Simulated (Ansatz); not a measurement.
System: C8H24Si3 (charge +1, doublet).

Input

```
crystal:
  periodic: [false, false, false]
  atoms:
    - {symbol: C, position_ang: [1.958917, -1.096657, 1.602240]}
    - {symbol: Si, position_ang: [1.885687, -0.303340, -0.097208]}
    - {symbol: C, position_ang: [1.975938, -1.515874, -1.529145]}
    - {symbol: C, position_ang: [3.116803, 1.127435, -0.274051]}
    - {symbol: Si, position_ang: [-0.148426, 1.033718, -0.429904]}
    - {symbol: C, position_ang: [-0.166726, 2.599758, 0.608263]}
    - {symbol: C, position_ang: [-0.403669, 1.372684, -2.260359]}
    - {symbol: Si, position_ang: [-1.757294, -0.590874, 0.469121]}
    - {symbol: C, position_ang: [-1.467179, -2.328672, -0.177987]}
    - {symbol: C, position_ang: [-3.307846, 0.203051, -0.278889]}
    - {symbol: C, position_ang: [-1.695837, -0.434240, 2.340090]}
    - {symbol: H, position_ang: [2.981714, -1.506438, 1.753630]}
    - {symbol: H, position_ang: [1.246671, -1.939049, 1.707998]}
    - {symbol: H, position_ang: [1.773553, -0.362788, 2.412609]}
    - {symbol: H, position_ang: [2.966852, -2.020170, -1.496218]}
    - {symbol: H, position_ang: [1.893910, -1.003455, -2.508843]}
    - {symbol: H, position_ang: [1.199477, -2.303345, -1.471091]}
    - {symbol: H, position_ang: [3.024955, 1.654814, -1.244728]}
    - {symbol: H, position_ang: [3.032085, 1.862399, 0.550793]}
    - {symbol: H, position_ang: [4.133148, 0.674264, -0.228825]}
    - {symbol: H, position_ang: [0.061895, 2.401587, 1.673938]}
    - {symbol: H, position_ang: [0.572597, 3.330201, 0.216523]}
    - {symbol: H, position_ang: [-1.163212, 3.088102, 0.550636]}
    - {symbol: H, position_ang: [0.435247, 1.982334, -2.659527]}
    - {symbol: H, position_ang: [-0.470286, 0.441129, -2.856156]}
    - {symbol: H, position_ang: [-1.332274, 1.961498, -2.417197]}
    - {symbol: H, position_ang: [-2.340938, -2.957129, 0.102250]}
    - {symbol: H, position_ang: [-1.383684, -2.352727, -1.283462]}
    - {symbol: H, position_ang: [-0.566305, -2.800303, 0.262577]}
    - {symbol: H, position_ang: [-3.443084, 1.257867, 0.033941]}
    - {symbol: H, position_ang: [-4.175514, -0.379178, 0.106508]}
    - {symbol: H, position_ang: [-3.320486, 0.145361, -1.385341]}
    - {symbol: H, position_ang: [-0.750859, -0.819902, 2.769831]}
    - {symbol: H, position_ang: [-2.527811, -1.036457, 2.767253]}
    - {symbol: H, position_ang: [-1.838028, 0.614380, 2.670710]}
basis:
  gaussian: {orbitals: def2-TZVP, fitting: {mean_field: def2-universal-jkfit}, initial_orbitals: start.molden}
total_charge: 1
magnetization: {spin_polarized: true, initial_magnetization: 1}
hamiltonian: {xc: pbe0, dispersion: d4}
scf: {omitted_lower_state_checks: [starts]}
output: {orbitals: {seedname: orbitals}}
```

Command:

```sh
ansatz run in.yaml --threads 2 --pin off --events-out ev --progress --plain --max-ram 32768MiB --backend cuda --devices 0, --max-vram 18GiB
```

Geometry: PBE-D4/def2-SVP.

Level of theory: UKS PBE0-D4/def2-TZVP (Ansatz).

What can the converged electron density, electron localisation function and spin density tell about the bonding?

C–Si (1.88 Å): the density is about 0.96 e/Å³ at the midpoint; the ELF peaks at about 0.95 between the atoms; a shared electron pair.
C–H (1.11 Å): ρ at the midpoint is about 1.9 e/Å³; the ELF climbs to about 1 towards the hydrogen, as it does in any bond to H; an ordinary covalent bond to hydrogen.
The unpaired spin (1 electron) lies mostly on Si5 (about 0.3), Si2 (about 0.2) and Si8 (about 0.2), in electrons by Hirshfeld's partition.

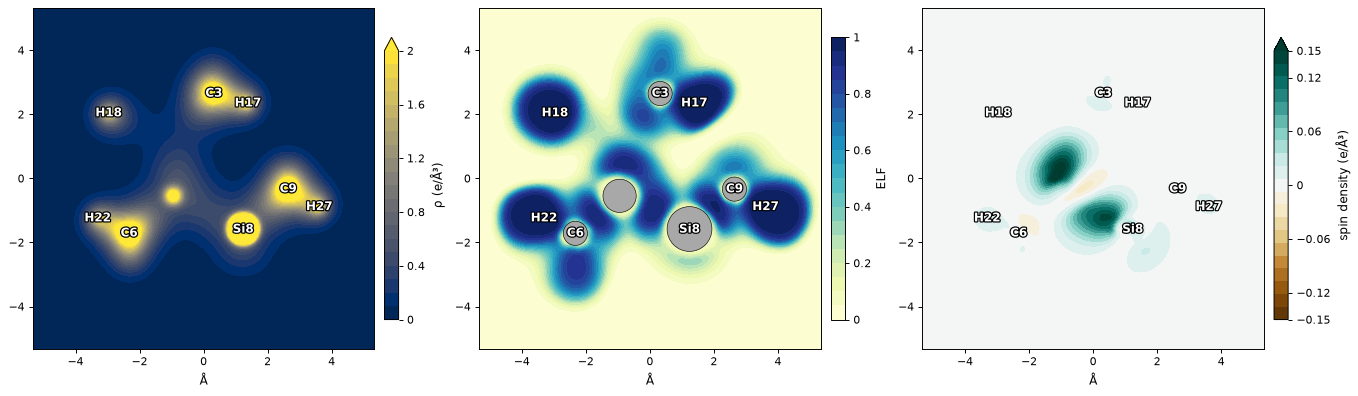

Computed electron density, electron localisation function and spin density on the plane of atoms Si8, C9 and H27, in this order. Grey discs cover the atomic cores in the ELF map. 
